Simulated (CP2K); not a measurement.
# C3H4BCl (SMILES BC1(Cl)C=C1) at AM1

Aim: the energy difference between two shapes of C3H4BCl at AM1, from 2 runs. 

The results are computed with CP2K 2026.2.

2 further runs of the same task are left out: 1 that didn't finish, 1 set aside as unsound or not needed.

**1. The molecule**

C3H4BCl has 9 atoms, charge 0, and is taken as a singlet. As SMILES, `BC1(Cl)C=C1`. The shape is that of a GFN2-xTB optimisation.

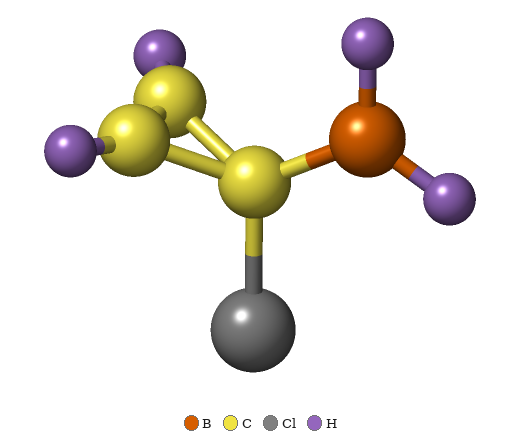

The structure, seen from a chosen angle (boron orange, carbon yellow, chlorine grey, hydrogen purple).

**2. Energy and gradient at AM1**

molecule.xyz reads:

```xyz
9

B      0.291130     0.637730    -1.303110
C      0.395380    -0.016150     0.075330
Cl     2.052450    -0.253580     0.767860
C     -0.607620    -1.033740     0.594240
C     -0.670650     0.129290     1.148340
H      1.240320     0.976160    -1.887810
H     -0.780670     0.788270    -1.742710
H     -0.881530    -2.052980     0.488770
H     -1.038800     0.825000     1.859100
```

gas.inp reads:

```
&GLOBAL
 PROJECT_NAME gas
 RUN_TYPE ENERGY_FORCE
 PRINT_LEVEL MEDIUM
&END GLOBAL

&FORCE_EVAL
 METHOD Quickstep
 &DFT
  &QS
   METHOD AM1
   EPS_DEFAULT 1.0E-10
   &SE
    &COULOMB
     CUTOFF [angstrom] 50
     RC_RANGE [angstrom] 0
    &END COULOMB
    &EXCHANGE
     CUTOFF [angstrom] 50
     RC_RANGE [angstrom] 0
    &END EXCHANGE
   &END SE
  &END QS
  &POISSON
   PERIODIC NONE
   POISSON_SOLVER ANALYTIC
  &END POISSON
  &SCF
   SCF_GUESS ATOMIC
   EPS_SCF 1.0E-06
   MAX_SCF 100
   ADDED_MOS 2
   &DIAGONALIZATION
    ALGORITHM STANDARD
   &END DIAGONALIZATION
   &MIXING
    METHOD DIRECT_P_MIXING
    ALPHA 0.4
   &END MIXING
  &END SCF
  # extra output
  &PRINT
   &MOMENTS
    PERIODIC F
    REFERENCE COM
    MAX_MOMENT 1
   &END MOMENTS
   &MO ON
    ENERGIES T
    OCCUPATION_NUMBERS T
    NDIGITS 6
    &EACH
     QS_SCF 0
    &END EACH
    ADD_LAST NUMERIC
   &END MO
   &HIRSHFELD OFF
   &END HIRSHFELD
  &END PRINT
 &END DFT
 # atoms, cell and kinds
 &SUBSYS
  &CELL
   ABC 15.1 15 15.7
   PERIODIC NONE
  &END CELL
  &TOPOLOGY
   COORD_FILE_NAME molecule.xyz
   COORD_FILE_FORMAT XYZ
   &CENTER_COORDINATES
   &END CENTER_COORDINATES
  &END TOPOLOGY
 &END SUBSYS
 &PRINT
  &FORCES ON
  &END FORCES
 &END PRINT
&END FORCE_EVAL
```

The run is started by

```
$ OMP_NUM_THREADS=1 cp2k.psmp -i gas.inp -o gas.out
```

The program printed:

```text
CP2K| version string:                                       CP2K version 2026.2
[...]
 GLOBAL| Method name                                                        CP2K
[...]
 GLOBAL| Run type                                                   ENERGY_FORCE
[...]
                             - Atoms:                                          9
[...]
                             - Spherical basis functions:                     24
[...]
 Number of electrons:                                                         26
[...]
     1 P_Mix/Diag. 0.40E+00    0.0     0.66761485       -25.7093530645 -2.57E+01
[...]
    18 DIIS/Diag.  0.29E-06    0.0     0.00000049       -32.2812839854 -1.54E-11
  *** SCF run converged in    18 steps ***
  Core-core repulsion energy [eV]:                           1660.74949678947064
  Core Hamiltonian energy [eV]:                             -1380.64488668455897
  Two-electron integral energy [eV]:                        -2317.04604002898577
  Electronic energy [eV]:                                   -2539.16790669905231
  Total energy [eV]:                                         -878.41840990958133
  Atomic reference energy [eV]:                               882.35931884065997
  Heat of formation [kcal/mol]:                                90.87952610666481
[...]
 SE_DIPOLE| Moment [Debye]          2.23152042       0.14313656      -0.03616085
 SE_DIPOLE| Derivative [a.u.]       0.00000000       0.00000000       0.00000000
 ENERGY| Total FORCE_EVAL ( QS ) energy [hartree]            -32.281283985414262
 FORCES| Atomic forces [hartree/bohr]
 FORCES|   Atom     x               y               z               |f|
 FORCES|      1  5.39011742E-03 -4.22133085E-03  1.00656854E-02   1.21733735E-02
 FORCES|      2  4.31608182E-03 -1.66859224E-02  3.53123058E-02   3.92938610E-02
 FORCES|      3 -2.22387446E-02  7.08736540E-03 -1.76516234E-02   2.92638398E-02
 FORCES|      4  1.16358672E-02 -1.97089424E-02 -2.13307283E-02   3.12863515E-02
 FORCES|      5  8.53576996E-03  2.98609274E-02  2.37581132E-03   3.11476938E-02
 FORCES|      6  1.55496049E-02  4.04468726E-03 -6.80426420E-03   1.74484302E-02
 FORCES|      7 -1.65300380E-02  1.34245403E-03 -5.06943963E-03   1.73419594E-02
 FORCES|      8 -2.94278437E-03 -7.74173024E-03 -1.77147046E-03   8.46950262E-03
 FORCES|      9 -3.71587434E-03  6.02249180E-03  4.87372347E-03   8.59251476E-03
 FORCES| Sum    -1.73472348E-16  3.60822483E-16 -4.61436445E-16
 FORCES| Total atomic force                                       6.10908432E-16
[...]
```

Wall time 0.4 s (1 thread of Arm Neoverse N1, shared host); peak memory 0.14 GiB.

**3. The distorted shape at the same level**

molecule.xyz reads:

```xyz
9

B      0.305394     0.625761    -1.305347
C      0.503971    -0.136479     0.091799
Cl     1.961505    -0.197585     0.755534
C     -0.664058    -0.891105     0.549431
C     -0.683036     0.144755     1.278241
H      1.375833     0.966194    -1.840291
H     -0.912302     0.728554    -1.754349
H     -0.755293    -2.095508     0.679589
H     -1.169334     0.812430     1.844333
```

job.inp reads:

```
&FORCE_EVAL
  METHOD QS
  &DFT
    ! Quickstep
    &QS
      METHOD AM1
      EPS_DEFAULT 1.0E-10
      &SE
        &COULOMB
          CUTOFF [angstrom] 50
          RC_RANGE [angstrom] 0
        &END COULOMB
        &EXCHANGE
          CUTOFF [angstrom] 50
          RC_RANGE [angstrom] 0
        &END EXCHANGE
      &END SE
    &END QS
    ! no periodic images
    &POISSON
      PERIODIC NONE
      POISSON_SOLVER ANALYTIC
    &END POISSON
    &SCF
      SCF_GUESS ATOMIC
      EPS_SCF 1.0E-06
      MAX_SCF 100
      ADDED_MOS 2
      &DIAGONALIZATION
        ALGORITHM STANDARD
      &END DIAGONALIZATION
      &MIXING
        METHOD DIRECT_P_MIXING
        ALPHA 0.4
      &END MIXING
    &END SCF
    &PRINT
      &MOMENTS
        PERIODIC F
        REFERENCE COM
        MAX_MOMENT 1
      &END MOMENTS
      &MO ON
        ENERGIES T
        OCCUPATION_NUMBERS T
        NDIGITS 6
        &EACH
          QS_SCF 0
        &END EACH
        ADD_LAST NUMERIC
      &END MO
      &HIRSHFELD OFF
      &END HIRSHFELD
    &END PRINT
  &END DFT
  &SUBSYS
    &CELL
      ABC 15.1 15.1 15.7
      PERIODIC NONE
    &END CELL
    &TOPOLOGY
      COORD_FILE_NAME molecule.xyz
      COORD_FILE_FORMAT XYZ
      &CENTER_COORDINATES
      &END CENTER_COORDINATES
    &END TOPOLOGY
  &END SUBSYS
  ! extra output
  &PRINT
    &FORCES ON
    &END FORCES
  &END PRINT
&END FORCE_EVAL

&GLOBAL
  PROJECT job
  RUN_TYPE ENERGY_FORCE
  PRINT_LEVEL MEDIUM
&END GLOBAL
```

The run is started by

```
$ OMP_NUM_THREADS=1 cp2k.psmp job.inp > job.out
```

The program printed:

```text
CP2K| version string:                                       CP2K version 2026.2
[...]
 GLOBAL| Method name                                                        CP2K
[...]
 GLOBAL| Run type                                                   ENERGY_FORCE
[...]
                             - Atoms:                                          9
[...]
                             - Spherical basis functions:                     24
[...]
 Number of electrons:                                                         26
[...]
     1 P_Mix/Diag. 0.40E+00    0.0     0.72656346       -25.7381776937 -2.57E+01
[...]
    19 DIIS/Diag.  0.12E-06    0.0     0.00000075       -32.2151426524 -1.13E-11
  *** SCF run converged in    19 steps ***
  Core-core repulsion energy [eV]:                           1673.61694036871609
  Core Hamiltonian energy [eV]:                             -1373.89175099526528
  Two-electron integral energy [eV]:                        -2352.68760416354553
  Electronic energy [eV]:                                   -2550.23555307703828
  Total energy [eV]:                                         -876.61861270832196
  Atomic reference energy [eV]:                               882.35931884065997
  Heat of formation [kcal/mol]:                               132.38383884240287
[...]
 SE_DIPOLE| Moment [Debye]          1.09860471       0.07641617      -0.27222772
 SE_DIPOLE| Derivative [a.u.]       0.00000000       0.00000000       0.00000000
 ENERGY| Total FORCE_EVAL ( QS ) energy [hartree]            -32.215142652405909
 FORCES| Atomic forces [hartree/bohr]
 FORCES|   Atom     x               y               z               |f|
 FORCES|      1 -1.41813113E-02 -1.26890096E-02  4.40476262E-03   1.95326006E-02
 FORCES|      2 -9.46926905E-02  6.68511109E-02 -3.55518542E-02   1.21242365E-01
 FORCES|      3  7.12723064E-02 -1.01941935E-02  2.00242171E-02   7.47303988E-02
 FORCES|      4  1.37099210E-02 -1.66594734E-01  3.32880535E-03   1.67191054E-01
 FORCES|      5  2.30981647E-02  2.11818470E-02 -4.32760217E-02   5.34322928E-02
 FORCES|      6 -3.42684310E-02 -5.94885941E-03  1.06951352E-02   3.63881877E-02
 FORCES|      7  6.23141729E-02 -2.74465490E-03  2.25803445E-02   6.63359723E-02
 FORCES|      8 -9.68628193E-03  6.73809158E-02 -1.90142395E-02   7.06792274E-02
 FORCES|      9 -1.75658503E-02  4.27575779E-02  3.68088507E-02   5.90902789E-02
 FORCES| Sum     2.08166817E-16  8.32667268E-17  3.95516953E-16
 FORCES| Total atomic force                                       4.54643191E-16
[...]
```

Run time: 0.4 s. Hardware: 1 thread of Arm Neoverse N1, shared host; peak memory 0.14 GiB.

**4. Outcome**

Level: AM1.

| quantity | value |
| --- | --- |
| first shape: total energy | -32.28128 Eh |
| first shape: dipole moment | 2.24 D |
| first shape: HOMO energy | -10.66 eV |
| first shape: LUMO energy | 0.54 eV |
| first shape: HOMO–LUMO gap | 11.20 eV |
| first shape: heat of formation at this unrelaxed shape | 90.9 kcal/mol |
| first shape: largest force on an atom | 2.021 eV/Å |
| distorted shape: total energy | -32.21514 Eh |
| distorted shape: dipole moment | 1.13 D |
| distorted shape: HOMO energy | -9.63 eV |
| distorted shape: LUMO energy | 0.63 eV |
| distorted shape: HOMO–LUMO gap | 10.27 eV |
| distorted shape: heat of formation at this unrelaxed shape | 132.4 kcal/mol |
| distorted shape: largest force on an atom | 8.597 eV/Å |
| energy change with the atoms displaced | 1.800 eV |

What this shows: With the atoms displaced the energy rises by 1.80 eV (42 kcal/mol). The first shape isn't relaxed at this level, so the change isn't measured from a minimum. The largest force (first shape) is 2.02 eV/Å: the shape isn't a stationary point for this species at this level.
